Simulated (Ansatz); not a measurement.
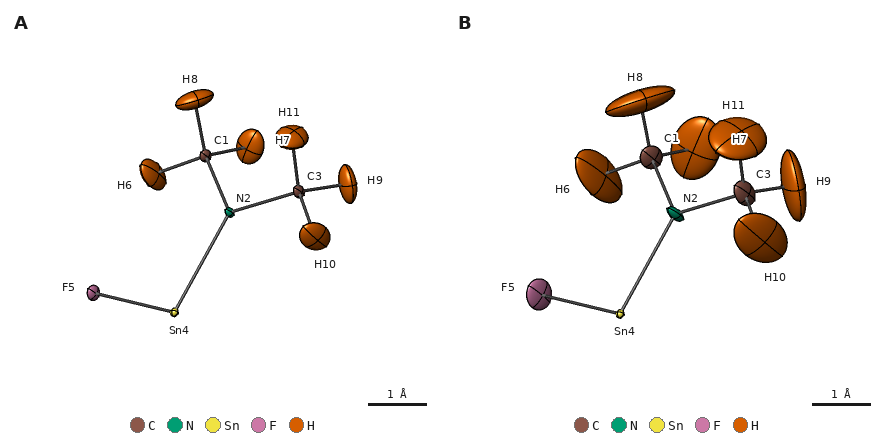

Displacement ellipsoids at the 50 % level, from the internal vibrations of the free molecule (harmonic, no overall translation or rotation; no half-axis is drawn under 0.075 Å). Vibrations computed with RKS PBE0-D4/def2-TZVP, core potentials on Sn (Ansatz 0.2.0). One panel is for 200 K, the other for 900 K.

**Which panel is for 900 K?**

B.

**How much does the mean-square displacement of F5 grow, and why?**

U_eq goes from 0.0062 to 0.0253 Å², a factor of 4.1. Modes below kT (626 cm⁻¹ at 900 K) grow about in proportion to T, and the lowest lies at 99 cm⁻¹; the mean-square amplitude of a mode is its zero-point value times coth(ħω/2kT), which comes close to 1 only above about 3kT.
